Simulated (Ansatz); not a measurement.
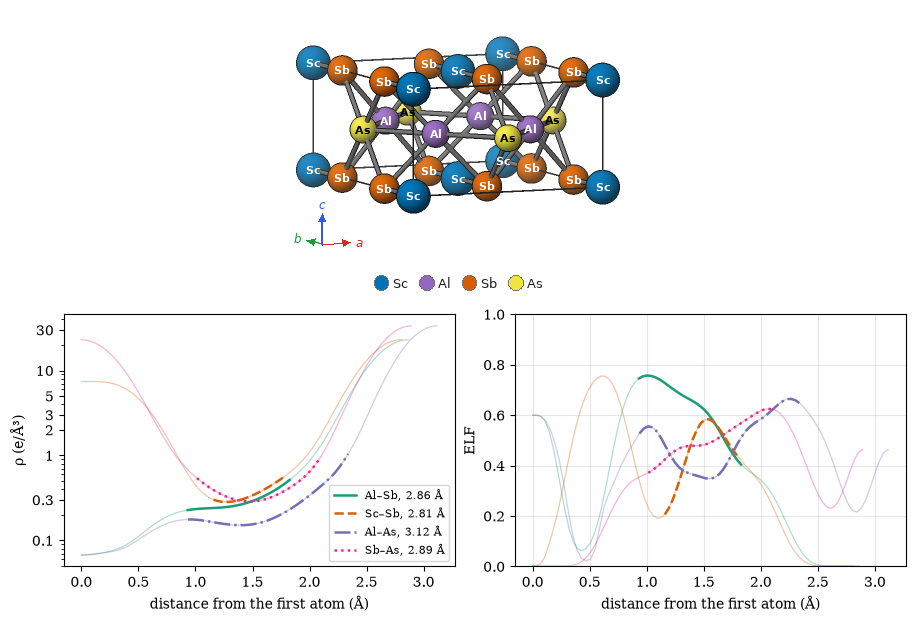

Figure 1: ScAl₂Sb₂As. Valence electron density and ELF along straight lines between neighbouring atoms. Thin, pale parts lie inside the atomic spheres. The structure is drawn too.

Space group Cmmm; a structure generated by program, which may or may not match a known phase.

Theory: DFT PBE, scalar-relativistic, plane waves, PAW in Ansatz 0.2.0.

The density is the valence pseudo-density of a PAW calculation; it isn't the true density close to the nuclei.

```cif
data_structure
_symmetry_space_group_name_H-M 'P 1'
_symmetry_Int_Tables_number 1
_cell_length_a 7.8397
_cell_length_b 9.6923
_cell_length_c 4.1073
_cell_angle_alpha 90.000
_cell_angle_beta 90.000
_cell_angle_gamma 90.000
_cell_volume 312.09
loop_
_atom_site_label
_atom_site_type_symbol
_atom_site_fract_x
_atom_site_fract_y
_atom_site_fract_z
_atom_site_occupancy
Sc1 Sc 0.00000 0.00000 0.00000 1
Sc2 Sc 0.50000 0.50000 0.00000 1
Al1 Al 0.25000 0.75000 0.50000 1
Al2 Al 0.75000 0.25000 0.50000 1
Al3 Al 0.25000 0.25000 0.50000 1
Al4 Al 0.75000 0.75000 0.50000 1
Sb1 Sb 0.00000 0.28975 0.00000 1
Sb2 Sb 0.50000 0.78975 0.00000 1
Sb3 Sb 0.00000 0.71025 0.00000 1
Sb4 Sb 0.50000 0.21025 0.00000 1
As1 As 0.00000 0.50000 0.50000 1
As2 As 0.50000 0.00000 0.50000 1
```

Q: What can be read from the curves?

A: Al–Sb (2.86 Å): the density is about 0.27 e/Å³ at the midpoint; the ELF is about 0.65 at the midpoint.
Sc–Sb (2.81 Å): ρ is about 0.3 e/Å³ halfway; the ELF peaks at about 0.60 in the valence shell of Sb, 1.3 Å from its nucleus, and is about 0.50 at the midpoint.
Al–As (3.12 Å): the density is about 0.16 e/Å³ at the midpoint; the ELF is about 0.35 at the midpoint.
Sb–As (2.89 Å): ρ at the midpoint is about 0.29 e/Å³; the ELF is about 0.50 at the midpoint.
